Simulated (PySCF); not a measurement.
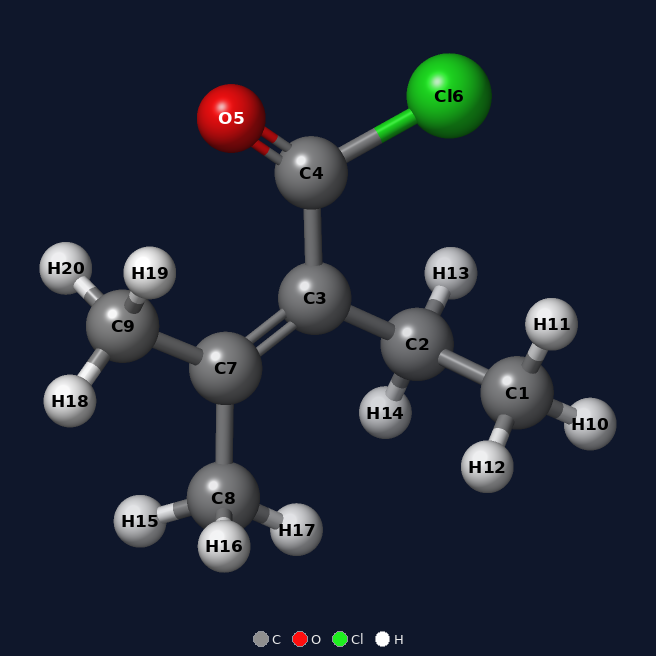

The computed structure is the end point of a PBE0-D3(BJ)/def2-SVP optimisation. No frequency run is at hand to confirm it as a minimum. Electric field gradients from the ground-state density, PBE0/pcSseg-1 (PySCF 2.14.0), non-relativistic apart from any core potentials.

Give the largest field-gradient component, the quadrupole coupling constant and the asymmetry for 17O at O5 (Q = −25.6 mb), 35Cl at Cl6 (Q = −81.7 mb), 2H at H10 (Q = 2.86 mb), 2H at H11 (Q = 2.86 mb), 2H at H12 (Q = 2.86 mb), 2H at H13 (Q = 2.86 mb).

| atom | V_zz (a.u.) | e²qQ/h (MHz) | η |
| --- | --- | --- | --- |
| O5 | −1.513 | 9.10 | 0.34 |
| Cl6 | 3.207 | −61.6 | 0.28 |
| H10 | 0.293 | 0.197 | 0.03 |
| H11 | 0.290 | 0.195 | 0.03 |
| H12 | 0.291 | 0.196 | 0.03 |
| H13 | 0.285 | 0.191 | 0.05 |
